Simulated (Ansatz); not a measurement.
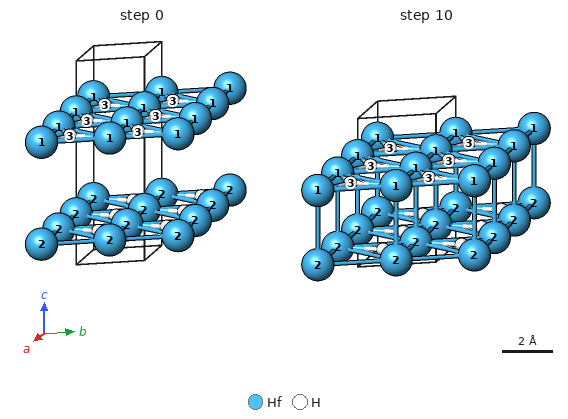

The structure of a crystal of HfH (a generated structure, set up in P6_3/mmc) (coarse preliminary run) before (left) and after (right) a relaxation, at one scale.

A ball-and-stick model of the cell of the calculation, repeated 3 × 2 × 1 with one cell outlined, seen slightly off an axis.

Level of theory: DFT PBE, scalar-relativistic, plane waves, PAW (Ansatz).

The input:
```yaml
crystal:
  lattice:
    - [2.87727226, 0.0, 0.0]
    - [-1.43863613, 2.49179087, 0.0]
    - [0.0, 0.0, 8.47585771]
  atoms:
    - { symbol: Hf, position: [0.0, 0.0, 0.75] }
    - { symbol: Hf, position: [0.0, 0.0, 0.25] }
    - { symbol: H, position: [0.66666667, 0.33333333, 0.75] }
    - { symbol: H, position: [0.33333333, 0.66666667, 0.25] }
basis:
  ecutwfc: 420
kpoints:
  mp_grid: { grid: [6, 6, 2] }
hamiltonian:
  xc: pbe
scf:
  occupations: { method: gaussian, width: 0.1 }
  lower_state_search: "off"
output:
  forces: true
  stress: true
  eigenvalues: true
relax:
  adjacent_minimum: "off"
  f_tol: 0.04
  max_steps: 70
  cell: { stress_tol: 0.4 }
```

Launched with:
```bash
ansatz run input.yaml --threads 1 --pin off --max-ram 2560MiB --backend cpu --events-out ev --progress --plain --runs-dir out
```

### Summarise the run.

The atoms keep their places relative to the cell (all moves are under 0.005 Å). The volume changes by −4.1 %, with a = b 2.877 → 3.301 Å (+14.7 %), c 8.476 → 6.174 Å (−27.2 %). Near-neighbour distances that change, for instance: Hf1–Hf2 4.238 → 3.087 Å, Hf1–Hf1 2.877 → 3.301 Å, Hf1–H3 1.661 → 1.906 Å. New bonds form: Hf1–Hf2 (4.24 → 3.09 Å). The space group stays P6_3/mmc (No. 194). After 8 accepted moves (10 points after the start) the energy has fallen by 1161 meV per atom. All forces vanish by symmetry, so only the cell relaxes. Pressure: 32.99 GPa at the start and −0.01 GPa at the end. At 2 points the geometry stayed and the basis and grid were re-selected for the new cell (energy shift of 4.1 meV per atom at most each time). The run took 24 s on 1 thread of Arm Neoverse V1, on a shared host, peak memory 0.32 GiB.

Limits of the set-up: the k-point mesh is coarse for a cell with partly filled bands.
